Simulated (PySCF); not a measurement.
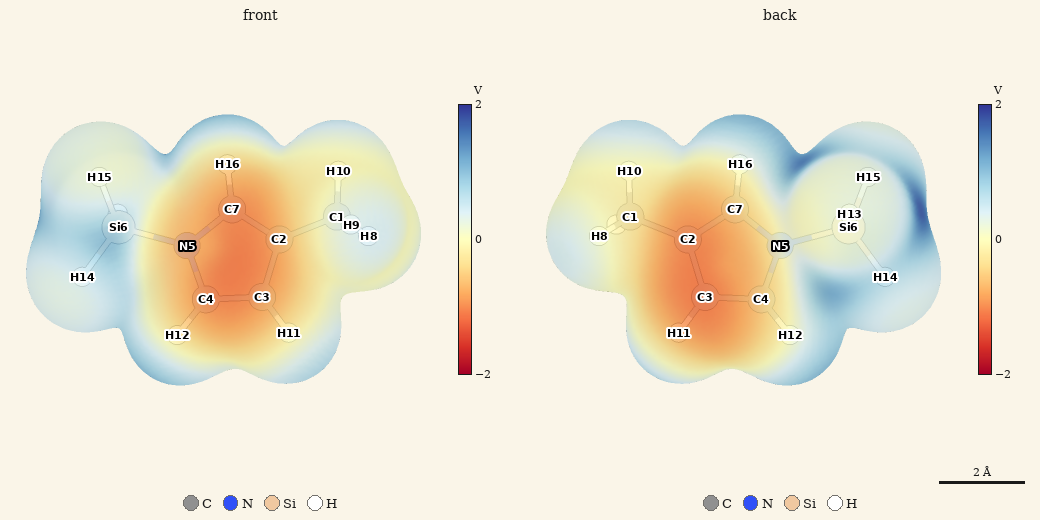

The picture shows: C5H9NSi. The molecular electrostatic potential painted on the density surface at 0.002 e/bohr³, seen from the front and from behind; the colour scale runs from red (negative) to blue (positive).

Geometry: PBE0-D3(BJ)/def2-SVP.

These are results of PBE0/pcSseg-1, SCF density, gas phase, non-relativistic (PySCF 2.14.0), not measurements.

```yaml
atoms:
  - { symbol: C, position_ang: [-2.2363, -0.0119, -0.2665] }
  - { symbol: C, position_ang: [-0.7906, -0.3543, -0.4130] }
  - { symbol: C, position_ang: [-0.2026, -1.6541, -0.3150] }
  - { symbol: C, position_ang: [1.1480, -1.5167, -0.5181] }
  - { symbol: N, position_ang: [1.4311, -0.1846, -0.7436] }
  - { symbol: Si, position_ang: [3.0408, 0.5115, -0.9611] }
  - { symbol: C, position_ang: [0.2425, 0.5172, -0.6747] }
  - { symbol: H, position_ang: [-2.6262, -0.3203, 0.7169] }
  - { symbol: H, position_ang: [-2.8515, -0.5164, -1.0294] }
  - { symbol: H, position_ang: [-2.4030, 1.0704, -0.3670] }
  - { symbol: H, position_ang: [-0.7264, -2.5890, -0.1213] }
  - { symbol: H, position_ang: [1.9384, -2.2654, -0.5290] }
  - { symbol: H, position_ang: [3.4849, 1.2374, 0.2646] }
  - { symbol: H, position_ang: [3.9565, -0.6276, -1.2430] }
  - { symbol: H, position_ang: [3.0034, 1.4681, -2.1032] }
  - { symbol: H, position_ang: [0.2171, 1.5964, -0.8225] }
```

Q: Describe the electrostatic potential map.

A: The most negative region (about −1.1 V) lies over the π face of C2, C3 and C4, the most positive (about +1.6 V) over Si6.

Q: How polar is the molecule by this calculation?

A: Its dipole moment is 1.08 D.
